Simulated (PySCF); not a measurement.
# HfSe₂⁻: structure of the doublet

The task is one start of a wider search on HfSe₂⁻: the doublet, from a PBE minimum start. It is relaxed, tested by its Hessian and followed downhill if it is a saddle.

Method: PBE, basis Hf def2-SVPD with ECP60, Se def2-SVPD, scalar-relativistic core potentials, no spin–orbit coupling, density fitting; program: PySCF 2.14.0.

### Step 1. Where the work starts

3 atoms, charge -1, spin multiplicity 2.

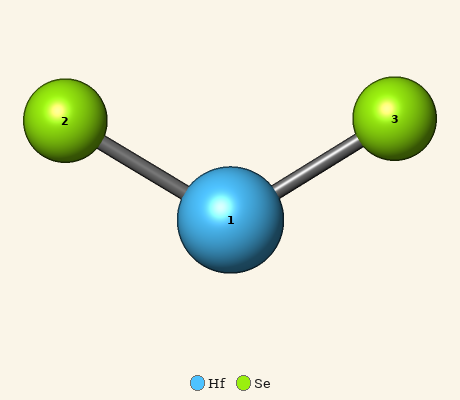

The starting geometry (hafnium blue, selenium green); atoms are numbered from 1 in the order of the file.

```xyz
3
charge -1 multiplicity 2
Hf   -0.5931    0.0000    0.0000
Se    0.6678    2.0690    0.0000
Se    0.6678   -2.0690    0.0000
```

### Step 2. The SCF at the typed geometry

One driver script runs all steps and calls PySCF; scf.py shows how it sets up the SCF of each step. The optimiser is the driver's own. After this first run the driver tries any further starts and a stability analysis.

Contents of scf.py:

```python
from pyscf import gto, scf, dft
mol = gto.M(atom='''
Hf    -0.593140    -0.000000    -0.000000
Se     0.667790     2.069010     0.000000
Se     0.667790    -2.069010    -0.000000''',
    basis={'Hf': 'def2-SVPD', 'Se': 'def2-SVPD'},
    ecp={'Hf': 'def2-SVPD'},
    charge=-1, spin=1)
mf = dft.UKS(mol, xc='PBE')
mf.grids.atom_grid = (50, 194)
aux = {'Hf': 'def2-universal-JKFIT', 'Se': 'def2-universal-JKFIT'}
mf = mf.density_fit(auxbasis=aux)
mf.conv_tol = 1e-08
mf.diis_space = 10
mf.max_cycle = 60
mf.init_guess = 'minao'
mf.verbose = 4
mf.kernel()
```

Run with:

```console
> OMP_NUM_THREADS=4 python axn.py task.json out
```

The log of the run:

```text
init E= -4835.73538486296
[... the frontier-level lines of each cycle are left out ...]
cycle= 1 E= -4848.14845551431  delta_E= -12.4  |g|= 1.77  |ddm|= 5.63
cycle= 2 E= -4844.78708853845  delta_E= 3.36  |g|= 2.66  |ddm|= 42.7
cycle= 3 E= -4849.72458745578  delta_E= -4.94  |g|= 0.554  |ddm|= 42.2
cycle= 4 E= -4849.73778424252  delta_E= -0.0132  |g|= 0.633  |ddm|= 1.85
cycle= 5 E= -4849.97174100012  delta_E= -0.234  |g|= 0.152  |ddm|= 0.747
cycle= 6 E= -4849.98526025433  delta_E= -0.0135  |g|= 0.0613  |ddm|=  0.3
cycle= 7 E= -4849.98775160002  delta_E= -0.00249  |g|= 0.016  |ddm|= 0.0799
cycle= 8 E= -4849.9878608048  delta_E= -0.000109  |g|= 0.00633  |ddm|= 0.0237
cycle= 9 E= -4849.98789042215  delta_E= -2.96e-05  |g|= 0.0018  |ddm|= 0.0114
cycle= 10 E= -4849.98789297757  delta_E= -2.56e-06  |g|= 0.00019  |ddm|= 0.00248
cycle= 11 E= -4849.98789301996  delta_E= -4.24e-08  |g|= 0.000121  |ddm|= 0.00103
cycle= 12 E= -4849.98789303246  delta_E= -1.25e-08  |g|= 2.15e-05  |ddm|= 0.00026
cycle= 13 E= -4849.98789303282  delta_E= -3.56e-10  |g|= 1.08e-05  |ddm|= 5.23e-05
Extra cycle  E= -4849.98789303099  delta_E= 1.83e-09  |g|= 5.05e-05  |ddm|= 8.58e-05
converged SCF energy = -4849.98789303099  <S^2> = 0.75568803  2S+1 = 2.00568
```

This step, with its further starts and checks, needed 19 s of wall time on 4 threads of Arm Neoverse V1, shared host.

Energies from each starting density:

| start | energy (Eh) |
| --- | --- |
| the minimal-basis guess | -4849.987893 |
| a thermally smeared density | -4849.987893 |
| a smeared PBE density | -4849.987893 |

No lower solution of this spin turned up from the other starts or in the test of internal stability.

### Step 3. PBE minimum start, doublet: relaxation

The program finds C2v symmetry in the start, which this walk keeps. Threshold on the gradient: 0.0003 Eh/bohr, with a further test on the energy change.

scf.py: that of step 2 with these lines changed.

```diff
@@ -3,3 +3,3 @@
-Hf    -0.593140    -0.000000    -0.000000
-Se     0.667790     2.069010     0.000000
-Se     0.667790    -2.069010    -0.000000''',
+Hf    -0.593144     0.000000     0.000000
+Se     0.667786     2.069010     0.000000
+Se     0.667786    -2.069010     0.000000''',
@@ -16 +15,0 @@
-mf.init_guess = 'minao'
```

The optimiser's trace:

| step | energy (Eh) | change (kJ/mol) | largest symmetric gradient (Eh/bohr) |
| --- | --- | --- | --- |
| 0 | -4849.987893 | 0.00 | 0.00061 |
| 1 | -4849.987898 | -0.01 | 0.00025 |
| 2 | -4849.987903 | -0.03 | 0.00019 |
| 3 | -4849.987903 | -0.03 | 0.00009 |

The walk took 10 s.

Geometry (Å) and forces (eV/Å) at some steps:

```
step 0
Hf  -0.593   0.000   0.000   0.032   0.000   0.000
Se   0.668   2.069   0.000  -0.016   0.003   0.000
Se   0.668  -2.069   0.000  -0.016  -0.003   0.000
step 1
Hf  -0.590   0.000   0.000   0.013   0.000   0.000
Se   0.666   2.071   0.000  -0.007   0.010   0.000
Se   0.666  -2.071   0.000  -0.006  -0.010   0.000
step 2
Hf  -0.585   0.000   0.000  -0.009   0.000   0.000
Se   0.663   2.076   0.000   0.005   0.010   0.000
Se   0.663  -2.076   0.000   0.004  -0.010   0.000
step 3
Hf  -0.584   0.000   0.000  -0.005   0.000   0.000
Se   0.663   2.078   0.000   0.002   0.004   0.000
Se   0.663  -2.078   0.000   0.003  -0.004   0.000
```

After 3 steps and 0.0 kJ/mol it ends at C2v: Hf–Se 2.423 Å (×2); Se–Hf–Se 118.1°.

### Step 4. Frequencies

The point is checked on the finer grid, and tightened if its gradient asks for it. The Hessian and the dipole derivatives come from central differences of analytic gradients, with steps of 0.02 bohr.

scf.py: that of step 3 with these lines changed.

```diff
@@ -3,3 +3,3 @@
-Hf    -0.593144     0.000000     0.000000
-Se     0.667786     2.069010     0.000000
-Se     0.667786    -2.069010     0.000000''',
+Hf    -0.587858     0.000000     0.000000
+Se     0.661013     2.077115     0.000000
+Se     0.661013    -2.077115     0.000000''',
@@ -10 +10 @@
-mf.grids.atom_grid = (50, 194)
+mf.grids.atom_grid = (75, 302)
@@ -13 +13 @@
-mf.conv_tol = 1e-08
+mf.conv_tol = 1e-10
```

This SCF starts from the last density.

Log of the central SCF (cycles and frontier levels):

```text
init E= -4849.98824233319
[... the frontier-level lines of each cycle are left out ...]
cycle= 1 E= -4849.98824233189  delta_E= 1.3e-09  |g|= 4.21e-05  |ddm|= 7.68e-05
cycle= 2 E= -4849.98824231078  delta_E= 2.11e-08  |g|= 0.000171  |ddm|= 0.000293
cycle= 3 E= -4849.98824233268  delta_E= -2.19e-08  |g|= 2.82e-05  |ddm|= 0.000241
cycle= 4 E= -4849.98824233328  delta_E= -6.05e-10  |g|= 4.77e-07  |ddm|= 3.97e-05
cycle= 5 E= -4849.98824233331  delta_E= -2.27e-11  |g|= 4.51e-08  |ddm|= 6.9e-07
Extra cycle  E= -4849.98824233329  delta_E= 1.73e-11  |g|= 7.67e-08  |ddm|= 2.09e-07
converged SCF energy = -4849.98824233329  <S^2> = 0.75569932  2S+1 = 2.0056912
```

The whole step took 41 s.

Geometry: C2v; Hf–Se 2.424 Å (×2); Se–Hf–Se 118.0°.

Harmonic modes (main isotopes):

| symmetry | ω (cm⁻¹) | IR (km/mol) | μ (u) | type |
| --- | --- | --- | --- | --- |
| a1 | 72 | 0.4 | 92.80 | bend |
| a1 | 272 | 5.0 | 91.09 | stretch |
| b2 | 285 | 61.4 | 102.39 | stretch |

Every mode is real; the point is a minimum.

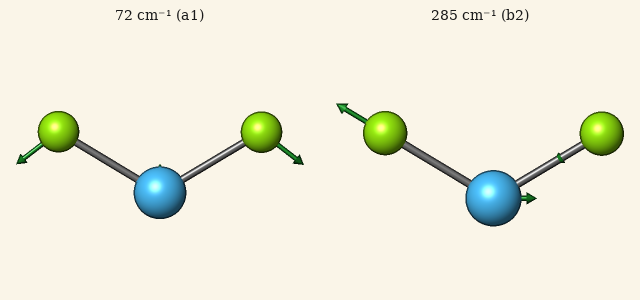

Displacements of 2 of the modes, as arrows (one member where a mode is degenerate).

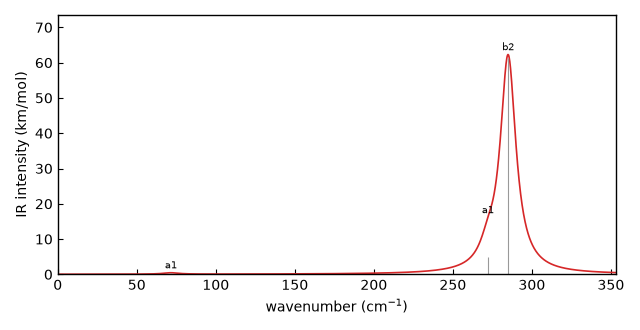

The harmonic infrared spectrum (widths in cm⁻¹). Lines are broadened to a width of 12 cm⁻¹ (Lorentzian).

Constants and moments:

```yaml
Dipole_moment_about_the_centre_of_mass: 4.14 D
Highest_occupied_level: -0.43 eV
Lowest_empty_level: 0.54 eV
Rotational_constants: 0.1277, 0.02445, 0.02052 cm⁻¹
Zero-point_energy: 3.8 kJ/mol
Principal_polarisabilities: 154.9, 172.3, 211.1 bohr³
Principal_traceless_quadrupole_moments_about_the_centre_of_mass: -25.75, 11.52, 14.23 D Å
Entropy_at_298.15_K_and_1_bar_electronic_part_spin_only: 335.5 J/(mol K)
Heat_capacity_Cp_at_298.15_K: 55.8 J/(mol K)
Enthalpy_at_298.15_K_above_0_K: 14.34 kJ/mol
Rotational_symmetry_number: 2
Spin_squared_⟨S²⟩: 0.756
```

Charges (e) and bond orders:

| atom | Mulliken | Löwdin | polar tensor | spin (Mulliken) | Mayer order to Hf1 |
| --- | --- | --- | --- | --- | --- |
| Hf1 | 0.38 | -0.26 | 0.64 | 1.12 | – |
| Se2,3 | -0.69 | -0.37 | -0.82 | -0.06 | 1.94 |

Outer orbital energies (eV). α occupied: -10.77, -2.79, -1.96, -1.71, -1.62, -1.43, -0.94, -0.43; empty: 0.80, 0.81, 2.23, 2.23. β occupied: -11.04, -10.77, -2.66, -1.89, -1.67, -1.58, -1.40, -0.94; empty: 0.54, 1.55, 1.56, 2.45.

Mulliken populations on Hf1 (outside its core potential): s 2.88, p 6.39, d 2.30, f 0.04.

### Step 5. Results

| quantity | value |
| --- | --- |
| minimum | doublet, C2v |
| geometry | Hf–Se 2.424 Å (×2); Se–Hf–Se 118.0° |
| wavenumbers (cm⁻¹) | 72 (a1), 272 (a1), 285 (b2) |
| dipole moment (centre of mass) | 4.14 D |
| highest occupied, lowest empty level (either spin) | -0.43, 0.54 eV |
| polar-tensor charge of Hf1 | +0.64 e |
| zero-point energy | 3.8 kJ/mol |
| entropy at 298.15 K | 335.5 J/(mol K) |
| ⟨S²⟩ | 0.756 |

The PBE minimum start keeps its C2v symmetry and ends in a minimum. In the infrared the band at 285 cm⁻¹ (b2, stretch) leads. Most of the spin sits on Hf1 (Mulliken spin 1.12, against 1 for the whole molecule). Other starts or spin states, not run here, may lie lower. One determinant may miss the lowest occupation of an open d or f shell. Spin–orbit coupling, left out here, can matter for elements this heavy.

The search up to here took 70 s.
